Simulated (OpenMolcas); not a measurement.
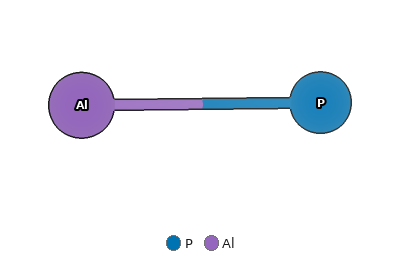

The molecule at the reference distance of 2.530 Å.

## Relativistic diatomic calculation: PAl⁺ (part 1 of 2)

PAl⁺. Computed at this level: SA-CASSCF(7,8)/XMS-CASPT2 + RASSI spin-orbit (X2C scalar, AMFI), ANO-RCC-VTZP (OpenMolcas).

**Input file**
```
&GATEWAY
Coord
2
angstrom
P 0.0 0.0 0.0
Al 0.0 0.0 2.5300
Basis=ANO-RCC-VTZP
Group=XY
RX2C
AMFI
ANGMom
0.0 0.0 0.0
RICD
&SEWARD
&GUESSORB
&RASSCF
FileOrb=$CurrDir/o21.orb
Symmetry=1
Spin=2
nActEl=7 0 0
Inactive=6 4
RAS2=4 4
CIRoot=7 7 1
Linear
Iterations=120 100
OrbListing=Nothing
PRWF=0.15
>>COPY $Project.RasOrb $CurrDir/o21.orb
>>COPY $Project.rasscf.h5 $CurrDir/r21.h5
&CASPT2
XMultistate=all
Imaginary=0.2
IPEA=0.25
MaxIter=40
>>COPY $Project.JobMix JOB001
&RASSCF
FileOrb=$CurrDir/o22.orb
Symmetry=2
Spin=2
nActEl=7 0 0
Inactive=6 4
RAS2=4 4
CIRoot=8 8 1
Linear
Iterations=120 100
OrbListing=Nothing
PRWF=0.15
>>COPY $Project.RasOrb $CurrDir/o22.orb
>>COPY $Project.rasscf.h5 $CurrDir/r22.h5
&CASPT2
XMultistate=all
Imaginary=0.2
IPEA=0.25
MaxIter=40
>>COPY $Project.JobMix JOB002
&RASSCF
FileOrb=$CurrDir/o42.orb
Symmetry=2
Spin=4
nActEl=7 0 0
Inactive=6 4
RAS2=4 4
CIRoot=6 6 1
Linear
Iterations=120 100
OrbListing=Nothing
PRWF=0.15
>>COPY $Project.RasOrb $CurrDir/o42.orb
>>COPY $Project.rasscf.h5 $CurrDir/r42.h5
&CASPT2
XMultistate=all
Imaginary=0.2
IPEA=0.25
MaxIter=40
>>COPY $Project.JobMix JOB003
&RASSCF
FileOrb=$CurrDir/o62.orb
Symmetry=2
Spin=6
nActEl=7 0 0
Inactive=6 4
RAS2=4 4
CIRoot=2 2 1
Linear
Iterations=120 100
OrbListing=Nothing
PRWF=0.15
>>COPY $Project.RasOrb $CurrDir/o62.orb
>>COPY $Project.rasscf.h5 $CurrDir/r62.h5
&CASPT2
XMultistate=all
Imaginary=0.2
IPEA=0.25
MaxIter=40
>>COPY $Project.JobMix JOB004
&RASSI
Nr of JobIphs=4 7 8 6 2
1 2 3 4 5 6 7
1 2 3 4 5 6 7 8
1 2 3 4 5 6
1 2
SpinOrbit
EJob
Omega
MEES
MESO
Properties=4
'AngMom' 3 'Mltpl  1' 1 'Mltpl  1' 2 'Mltpl  1' 3
Thrs=1.0d-4
>>COPY $Project.rassi.h5 $CurrDir/so.h5
```

The first orbital files come from an earlier step.

Hardware: 1 thread of Arm Neoverse V2, 24 GiB of memory available, shared host.

Launched with:
```bash
pymolcas m.inp (one call a module block, same work directory)
```

**Log (extracts)**
```
++    Wave function specifications:
      Number of closed shell electrons          20
      Number of electrons in active shells       7
      Number of inactive orbitals               10
      Number of active orbitals                  8
      Number of secondary orbitals              50
      Spin quantum number                      0.5
      State symmetry                             1
++    Orbital specifications:
      Symmetry species                           1   2
                                                 a   b
      Frozen orbitals                            0   0
      Inactive orbitals                          6   4
      Active orbitals                            4   4
      RAS2 orbitals                              4   4
      Secondary orbitals                        26  24
      Number of basis functions                 36  32
      printout of CI-coefficients larger than  0.15 for root  1
      energy=    -583.648558
      conf/sym  1111 2222     Coeff  Weight
           262  02u2 du00   0.81712 0.66768
           263  02u2 ud00  -0.47176 0.22256
      printout of CI-coefficients larger than  0.15 for root  2
      energy=    -583.627747
      conf/sym  1111 2222     Coeff  Weight
           261  02u2 2000   0.53856 0.29004
           262  02u2 du00  -0.27243 0.07422
           263  02u2 ud00  -0.47186 0.22265
           264  02u2 0200  -0.53856 0.29004
      printout of CI-coefficients larger than  0.15 for root  3
      energy=    -583.627747
      conf/sym  1111 2222     Coeff  Weight
           261  02u2 2000  -0.38527 0.14843
           262  02u2 du00  -0.38082 0.14502
           263  02u2 ud00  -0.65960 0.43507
           264  02u2 0200   0.38527 0.14843
      printout of CI-coefficients larger than  0.15 for root  4
      energy=    -583.607675
      conf/sym  1111 2222     Coeff  Weight
           261  02u2 2000   0.65439 0.42823
           264  02u2 0200   0.65439 0.42823
      printout of CI-coefficients larger than  0.15 for root  5
      energy=    -583.525686
      conf/sym  1111 2222     Coeff  Weight
           134  022u du00   0.46272 0.21411
           135  022u ud00  -0.26715 0.07137
           266  02u2 0du0   0.42027 0.17662
           268  02u2 0ud0   0.33601 0.11290
           270  02u2 d00u  -0.42027 0.17663
           273  02u2 u00d  -0.33601 0.11290
      printout of CI-coefficients larger than  0.15 for root  6
      energy=    -583.521891
      conf/sym  1111 2222     Coeff  Weight
           133  022u 2000  -0.22081 0.04876
           134  022u du00  -0.29824 0.08895
           135  022u ud00  -0.51658 0.26685
           136  022u 0200   0.22081 0.04876
           265  02u2 d0u0   0.16043 0.02574
           266  02u2 0du0   0.37571 0.14116
           268  02u2 0ud0   0.17731 0.03144
           270  02u2 d00u   0.37570 0.14115
           271  02u2 0d0u  -0.16043 0.02574
           273  02u2 u00d   0.17731 0.03144
      printout of CI-coefficients larger than  0.15 for root  7
      energy=    -583.521891
      conf/sym  1111 2222     Coeff  Weight
           133  022u 2000  -0.42178 0.17790
           134  022u du00   0.15614 0.02438
           135  022u ud00   0.27044 0.07314
           136  022u 0200   0.42179 0.17790
           265  02u2 d0u0   0.37570 0.14115
           266  02u2 0du0  -0.16043 0.02574
           267  02u2 u0d0   0.17731 0.03144
           270  02u2 d00u  -0.16043 0.02574
           271  02u2 0d0u  -0.37571 0.14116
           274  02u2 0u0d  -0.17731 0.03144
      Natural orbitals and occupation numbers for root  1
      sym 1:   0.044897   1.985947   0.996127   1.922052
      sym 2:   0.996079   0.996079   0.029410   0.029410
      Natural orbitals and occupation numbers for root  2
      sym 1:   0.037133   1.988990   1.005112   1.907421
      sym 2:   0.988722   0.988722   0.041950   0.041950
      Natural orbitals and occupation numbers for root  3
      sym 1:   0.037133   1.988990   1.005112   1.907421
      sym 2:   0.988722   0.988723   0.041950   0.041950
      Natural orbitals and occupation numbers for root  4
      sym 1:   0.038633   1.954239   1.008374   1.893814
      sym 2:   1.005965   1.005962   0.046506   0.046507
      Natural orbitals and occupation numbers for root  5
      sym 1:   0.048691   1.974656   1.211391   1.712231
      sym 2:   0.672379   0.672375   0.354137   0.354140
      Natural orbitals and occupation numbers for root  6
      sym 1:   0.046173   1.980135   1.650722   1.267335
      sym 2:   0.755215   0.755226   0.272599   0.272595
      Natural orbitals and occupation numbers for root  7
      sym 1:   0.046173   1.980135   1.650722   1.267335
      sym 2:   0.755208   0.755231   0.272594   0.272602
      RASSCF energy for state  7                   -583.52189053
::    RASSCF root number  1 Total energy:   -583.64855811
::    RASSCF root number  2 Total energy:   -583.62774656
::    RASSCF root number  3 Total energy:   -583.62774656
::    RASSCF root number  4 Total energy:   -583.60767482
::    RASSCF root number  5 Total energy:   -583.52568563
::    RASSCF root number  6 Total energy:   -583.52189053
::    RASSCF root number  7 Total energy:   -583.52189053
      Von Neumann Entropy (Root   1) =  1.86979
++    Wave function specifications:
      Number of closed shell electrons           6
      Number of electrons in active shells       7
      Number of inactive orbitals                3
      Number of active orbitals                  8
      Number of secondary orbitals              50
      Spin quantum number                      0.5
      State symmetry                             1
      Number of CSFs                          1176
      Number of CASSCF root(s) available         7
      CASPT2 state passed to geometry opt.       7
      A file JOBMIX will be created
      This is a MULTI-STATE CASSCF reference
      Number of CI roots used                    7
      These are:                                 1   2   3   4   5   6   7
      Off-diagonal elements of Heff are computed
  FINAL CASPT2 RESULT:
      Reference energy:        -583.6485581129
      E2 (Non-variational):      -0.2754310825
      Shift correction:          -0.0018629899
      E2 (Variational):          -0.2772940724
      Total energy:            -583.9258521853
      Reference weight:           0.93276
  FINAL CASPT2 RESULT:
      Reference energy:        -583.6277465647
      E2 (Non-variational):      -0.2817699859
      Shift correction:          -0.0019879122
      E2 (Variational):          -0.2837578980
      Total energy:            -583.9115044627
      Reference weight:           0.92844
  FINAL CASPT2 RESULT:
      Reference energy:        -583.6277465647
      E2 (Non-variational):      -0.2817756747
      Shift correction:          -0.0019880835
      E2 (Variational):          -0.2837637582
      Total energy:            -583.9115103229
      Reference weight:           0.92843
  FINAL CASPT2 RESULT:
      Reference energy:        -583.6076748179
      E2 (Non-variational):      -0.2751041342
      Shift correction:          -0.0019193798
      E2 (Variational):          -0.2770235139
      Total energy:            -583.8846983318
      Reference weight:           0.93239
  FINAL CASPT2 RESULT:
      Reference energy:        -583.5256856349
      E2 (Non-variational):      -0.2696439984
      Shift correction:          -0.0022602726
      E2 (Variational):          -0.2719042710
      Total energy:            -583.7975899060
      Reference weight:           0.93307
  FINAL CASPT2 RESULT:
      Reference energy:        -583.5218905274
      E2 (Non-variational):      -0.2745641341
      Shift correction:          -0.0025055938
      E2 (Variational):          -0.2770697279
      Total energy:            -583.7989602554
      Reference weight:           0.92933
  FINAL CASPT2 RESULT:
      Reference energy:        -583.5218905274
      E2 (Non-variational):      -0.2742817953
      Shift correction:          -0.0024955825
      E2 (Variational):          -0.2767773779
      Total energy:            -583.7986679053
      Reference weight:           0.92965
       Total XMS-CASPT2 energies:
::    XMS-CASPT2 Root  1     Total energy:   -583.92596766
::    XMS-CASPT2 Root  2     Total energy:   -583.91227207
::    XMS-CASPT2 Root  3     Total energy:   -583.91225287
::    XMS-CASPT2 Root  4     Total energy:   -583.88469833
::    XMS-CASPT2 Root  5     Total energy:   -583.79819279
::    XMS-CASPT2 Root  6     Total energy:   -583.79792522
::    XMS-CASPT2 Root  7     Total energy:   -583.79747443
++    Wave function specifications:
      Number of closed shell electrons          20
      Number of electrons in active shells       7
      Number of inactive orbitals               10
      Number of active orbitals                  8
      Number of secondary orbitals              50
      Spin quantum number                      0.5
      State symmetry                             2
      printout of CI-coefficients larger than  0.15 for root  1
      energy=    -583.626350
      conf/sym  1111 2222     Coeff  Weight
            37  0222 u000   0.54219 0.29397
           166  0220 u200   0.70875 0.50233
           179  0220 uu0d  -0.26536 0.07041
           279  02ud uu0d   0.15217 0.02316
      printout of CI-coefficients larger than  0.15 for root  2
      energy=    -583.626350
      conf/sym  1111 2222     Coeff  Weight
            38  0222 0u00  -0.54219 0.29397
           165  0220 2u00   0.70875 0.50233
           170  0220 uud0  -0.26536 0.07041
           270  02ud uud0   0.15217 0.02316
      printout of CI-coefficients larger than  0.15 for root  3
      energy=    -583.613253
      conf/sym  1111 2222     Coeff  Weight
            37  0222 u000  -0.76796 0.58976
           166  0220 u200   0.46891 0.21988
           179  0220 uu0d  -0.20572 0.04232
      printout of CI-coefficients larger than  0.15 for root  4
      energy=    -583.613253
      conf/sym  1111 2222     Coeff  Weight
            38  0222 0u00  -0.76796 0.58976
           165  0220 2u00  -0.46891 0.21988
           170  0220 uud0   0.20572 0.04232
      printout of CI-coefficients larger than  0.15 for root  5
      energy=    -583.550001
      conf/sym  1111 2222     Coeff  Weight
           165  0220 2u00  -0.34067 0.11606
           168  0220 udu0  -0.21750 0.04731
           170  0220 uud0  -0.64210 0.41230
           173  0220 200u   0.23870 0.05698
           265  02ud 2u00  -0.22063 0.04868
           390  0202 uud0   0.17088 0.02920
           633  02uu 2d00   0.26641 0.07098
           637  02uu dud0  -0.22725 0.05164
           638  02uu udd0   0.21603 0.04667
      printout of CI-coefficients larger than  0.15 for root  6
      energy=    -583.550001
      conf/sym  1111 2222     Coeff  Weight
           166  0220 u200  -0.34067 0.11606
           169  0220 02u0  -0.23870 0.05698
           174  0220 ud0u   0.21750 0.04731
           179  0220 uu0d  -0.64210 0.41229
           266  02ud u200  -0.22063 0.04868
           399  0202 uu0d   0.17088 0.02920
           634  02uu d200   0.26642 0.07098
           646  02uu du0d  -0.27942 0.07808
      printout of CI-coefficients larger than  0.15 for root  7
      energy=    -583.514006
      conf/sym  1111 2222     Coeff  Weight
           168  0220 udu0   0.36156 0.13073
           170  0220 uud0  -0.31084 0.09662
           173  0220 200u  -0.38444 0.14780
           265  02ud 2u00  -0.38712 0.14986
           633  02uu 2d00  -0.44603 0.19894
           635  02uu ddu0   0.29860 0.08916
      printout of CI-coefficients larger than  0.15 for root  8
      energy=    -583.514006
      conf/sym  1111 2222     Coeff  Weight
           169  0220 02u0  -0.38446 0.14781
           174  0220 ud0u   0.36155 0.13072
           179  0220 uu0d   0.31084 0.09662
           266  02ud u200   0.38712 0.14986
           634  02uu d200   0.44602 0.19894
           642  02uu dd0u  -0.29860 0.08916
      Natural orbitals and occupation numbers for root  1
      sym 1:   0.016566   1.985927   1.855605   0.725523
      sym 2:   0.990721   1.265217   0.044399   0.116042
      Natural orbitals and occupation numbers for root  2
      sym 1:   0.016566   1.985927   1.855605   0.725529
      sym 2:   1.265211   0.990721   0.116042   0.044399
      Natural orbitals and occupation numbers for root  3
      sym 1:   0.025143   1.960012   1.873142   1.361155
      sym 2:   0.993712   0.618573   0.055014   0.113249
      Natural orbitals and occupation numbers for root  4
      sym 1:   0.025143   1.960014   1.873142   1.361151
      sym 2:   0.618579   0.993712   0.113247   0.055012
      Natural orbitals and occupation numbers for root  5
      sym 1:   0.017465   1.972931   1.602498   0.385687
      sym 2:   1.359152   0.915931   0.635868   0.110468
      Natural orbitals and occupation numbers for root  6
      sym 1:   0.017465   1.972932   1.602495   0.385689
      sym 2:   0.915930   1.359151   0.110470   0.635868
      Natural orbitals and occupation numbers for root  7
      sym 1:   0.022037   1.967219   1.389851   0.591522
      sym 2:   1.542204   0.830968   0.424263   0.231936
      Natural orbitals and occupation numbers for root  8
      sym 1:   0.022037   1.967219   1.389855   0.591518
      sym 2:   0.830958   1.542210   0.231957   0.424246
      RASSCF energy for state  8                   -583.51400643
::    RASSCF root number  1 Total energy:   -583.62635040
::    RASSCF root number  2 Total energy:   -583.62635038
::    RASSCF root number  3 Total energy:   -583.61325253
::    RASSCF root number  4 Total energy:   -583.61325251
::    RASSCF root number  5 Total energy:   -583.55000118
::    RASSCF root number  6 Total energy:   -583.55000089
::    RASSCF root number  7 Total energy:   -583.51400645
::    RASSCF root number  8 Total energy:   -583.51400643
      Von Neumann Entropy (Root   1) =  1.97858
++    Wave function specifications:
      Number of closed shell electrons           6
      Number of electrons in active shells       7
      Number of inactive orbitals                3
      Number of active orbitals                  8
      Number of secondary orbitals              50
      Spin quantum number                      0.5
      State symmetry                             2
      Number of CSFs                          1176
      Number of CASSCF root(s) available         8
      CASPT2 state passed to geometry opt.       8
      A file JOBMIX will be created
      This is a MULTI-STATE CASSCF reference
      Number of CI roots used                    8
      These are:                                 1   2   3   4   5   6   7   8
      Off-diagonal elements of Heff are computed
  FINAL CASPT2 RESULT:
      Reference energy:        -583.6263504014
      E2 (Non-variational):      -0.2878249583
      Shift correction:          -0.0024573163
      E2 (Variational):          -0.2902822746
      Total energy:            -583.9166326760
      Reference weight:           0.92122
  FINAL CASPT2 RESULT:
      Reference energy:        -583.6263503789
      E2 (Non-variational):      -0.2878251291
      Shift correction:          -0.0024573290
      E2 (Variational):          -0.2902824581
      Total energy:            -583.9166328370
      Reference weight:           0.92121
  FINAL CASPT2 RESULT:
      Reference energy:        -583.6132525270
      E2 (Non-variational):      -0.2769640161
      Shift correction:          -0.0022399149
      E2 (Variational):          -0.2792039309
      Total energy:            -583.8924564580
      Reference weight:           0.92810
  FINAL CASPT2 RESULT:
      Reference energy:        -583.6132525070
      E2 (Non-variational):      -0.2769643561
      Shift correction:          -0.0022399242
      E2 (Variational):          -0.2792042803
      Total energy:            -583.8924567873
      Reference weight:           0.92810
  FINAL CASPT2 RESULT:
      Reference energy:        -583.5500011793
      E2 (Non-variationaSPIN-FREE ENERGIES:
  (Shifted by EMIN (a.u.) =       -583.9259676601)
 SF State       Relative EMIN(au)   Rel lowest level(eV)    D:o, cm**(-1)      Abs_M
     1             0.0000000000        0.0000000000              0.0000         0.0
     2             0.0136955907        0.3726760090           3005.8347         2.0
     3             0.0137147922        0.3731985067           3010.0490         2.0
     8             0.0140085221        0.3811913043           3074.5152         1.0
     9             0.0140087328        0.3811970387           3074.5615         1.0
    10             0.0350100844        0.9526729296           7683.8254         1.0
    11             0.0350104810        0.9526837225           7683.9124         1.0
     4             0.0412693278        1.1229956196           9057.5705         0.0
    16             0.0840457756        2.2870020622          18445.9156         1.0
    17             0.0840457756        2.2870020622          18445.9156         1.0
    12             0.1027226591        2.7952259526          22545.0177         1.0
    13             0.1027233750        2.7952454336          22545.1749         1.0
    18             0.1162624593        3.1636626865          25516.6604         1.0
    19             0.1162624593        3.1636626865          25516.6604         1.0
     5             0.1277748742        3.4769314533          28043.3434         2.0
     6             0.1280424366        3.4842121973          28102.0666         2.0
     7             0.1284932302        3.4964789160          28201.0043         0.0
    22             0.1313043018        3.5729720733          28817.9632         1.0
    23             0.1313043111        3.5729723239          28817.9653         1.0
    14             0.1355966970        3.6897740962          29760.0351         1.0
    15             0.1355971867        3.6897874212          29760.1426         1.0
    21             0.1801892393        4.9031989879          39546.9669         1.0
    20             0.1801892393        4.9031989879          39546.9669         1.0
```

(Continued in part 2.) Outcome of the run: converged.
